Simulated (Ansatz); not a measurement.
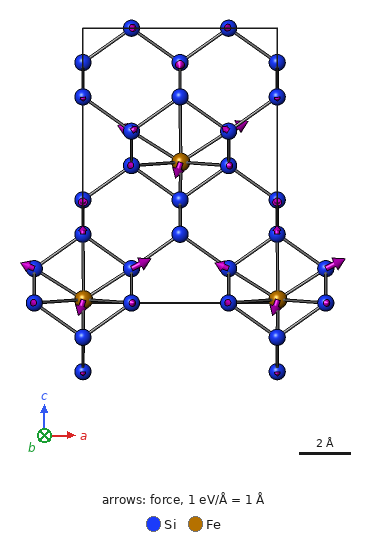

Starting geometry of a defect cell of composition FeSi16 (cell charge +1) with the computed forces as purple arrows. The picture is a ball-and-stick view of the conventional cell (2 times the calculation's cell), seen along the b axis. Lengths and directions refer to the drawn axes.

Case: Fe interstitial, charge +1, atoms relaxed.

Theory: DFT LDA, scalar-relativistic, plane waves, PAW (Ansatz 0.2.0). Settings: plane-wave cutoff 420 eV; k-point mesh 3 × 3 × 3; occupations gaussian; smearing width 0.02 eV; collinear spin; atoms relaxed in a fixed cell; force threshold 0.02 eV/Å; at most 60 steps.

**What follows when this structure is relaxed?**

It isn't relaxed: the largest force vector, on a Si atom, is 0.89 eV/Å. The final displacements follow the starting forces only in part (cosine between the two patterns 0.57). The energy falls by 95.6 meV per cell of the calculation in 5 accepted moves (6 points after the start). Largest force component: 0.66 eV/Å at the start, 0.016 eV/Å at the end. 1 step only repeated the SCF at the same geometry. The largest move is that of the Fe atom, 0.094 Å along [−1 2 −2]. By element the largest moves are Fe 0.094 Å, Si 0.090 Å. The lattice vectors keep their values. Near-neighbour distances that change, for instance: Fe–Si 2.240 → 2.352 Å, Fe–Si 2.702 → 2.793 Å, Fe–Si 2.566 → 2.642 Å, Fe–Si 2.439 → 2.369 Å. Bond angles that change, for instance: Si–Si–Fe 68.8° → 72.4°, Si–Si–Fe 71.6° → 68.1°, Si–Si–Fe 127.3° → 124.1°.

Limits of the set-up: the periodic images lie only 7.6 Å apart, so the values are limited by the cell's size; the cell is charged, on a uniform background, and energies carry no finite-size correction.
